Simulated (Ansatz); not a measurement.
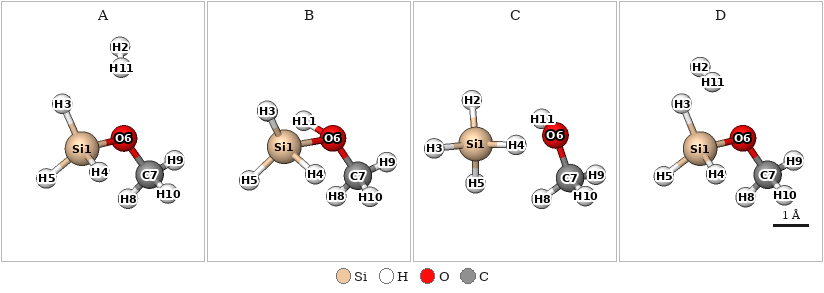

4 geometries from a converged minimum-energy path of CH8OSi, made up at the start of SiH4 and CH4O, shuffled. The picture is a ball-and-stick view, seen from a free direction.

Theory: RKS PBE0-D4/6-31G* in Ansatz 0.2.0. Set-up: 9 movable images; climbing image; force threshold 0.05 eV/Å; iteration limit 60; starting path through a guess of the saddle point.

Which frame is the top of the path?

Answer. B. In order along the path, whose images run from 0 to 10: C (image 1, −0.2 kJ/mol), B (image 4, +155.4 kJ/mol), D (image 7, −49.3 kJ/mol), A (image 8, −49.7 kJ/mol). Breaking: O6–H11 (0.97 → 1.14 at the top → 2.47 Å), Si1–H2 (1.49 → 1.80 at the top → 4.51 Å). Forming: H2–H11 (2.63 → 1.14 at the top → 0.75 Å), Si1–O6 (2.96 → 1.86 at the top → 1.66 Å).

Limits of the set-up: the start holds two separate molecules, 2.6 Å apart at their closest, whose relative position is a soft coordinate.

The run took 15 min on 1 thread of Arm Neoverse N1 (shared host), peak memory 0.13 GiB.
